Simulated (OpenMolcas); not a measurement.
**AlCNClOF: a line through the functionals**

AlCNClOF has 6 atoms, charge 0, and is taken as a singlet. As SMILES, `O=C=[N][Al]([F])[Cl]`. The coordinates come from a PBE0-D4/def2-TZVP relaxation. This is one conformer, not always the lowest.

The HOMO–LUMO gap y, in eV, basis cc-pVDZ; a is the functional's share of exact exchange. Programs: OpenMolcas 26.06.

| functional | program | a | y (eV) |
| --- | --- | --- | --- |
| r2SCAN | OpenMolcas | 0 | 6.43 |
| revPBE | OpenMolcas | 0 | 5.72 |
| B3LYP | OpenMolcas | 0.2 | 7.44 |
| PBE0 | OpenMolcas | 0.25 | ? |
| BHLYP | OpenMolcas | 0.5 | 10.11 |

Q: Fit y = c + s·a to the known rows and predict PBE0.

A: 
1. Means of the 4 rows: a = 0.1750, y = 7.425.
2. Σ(Δa)² = 0.1675, Σ(Δa·Δy) = 1.3455, so the slope is 1.3455/0.1675 = 8.0328.
3. Intercept: 7.425 − (8.0328) × 0.1750 = 6.019. The largest residual of the fit is 0.41.
4. PBE0: 6.019 + (8.0328) × 0.25 = 8.03 eV.

The run gave 7.97 eV, so the prediction is off by +0.06 eV, within the largest residual. Exact exchange lowers occupied levels and raises empty ones. The rows mix families of semi-local functionals, which the line can't see.

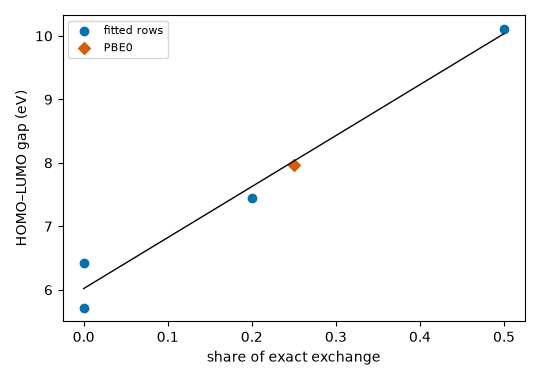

The fitted line, with the withheld row.
